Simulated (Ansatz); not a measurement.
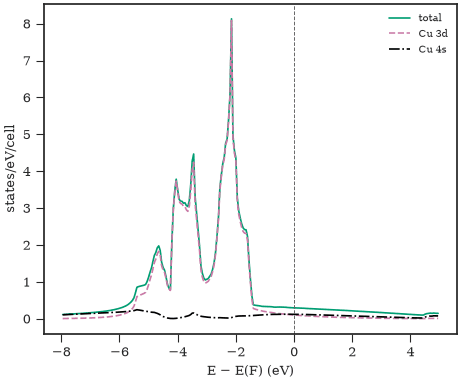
Figure: Total and projected density of states of Cu (body-centred tetragonal, space group No. 139), r²SCAN+D4 in the plane-wave PAW code Ansatz

Task: Which orbitals carry the states next to the Fermi level?

Result: Within 0.5 eV of the Fermi level: Cu 4s 40 %, Cu 3d 35 %, outside the projected shells 25 %. Projections are on Löwdin-orthogonalised atomic valence shells; empty p or d shells of many metals are not among them.

Task: Where is the tallest occupied peak in this window, and what makes it?

Result: Near -2.1 eV, about 8.1 states/eV per cell; the largest projected share is Cu 3d.

Space group I4/mmm (body-centred tetragonal). The workflow started from a Materials Project entry (that database holds measured and hypothetical structures alike); the Crystallography Open Database copy checked does not list it. It is not the phase usual at ambient conditions (space group No. 225). The cell was relaxed with r²SCAN+D4 under the symmetry of its start. At this level the phase is mechanically unstable. No spin polarisation was allowed. The pairwise dispersion correction was not fitted to metals.

Potentials: the later of the program's two PAW sets.
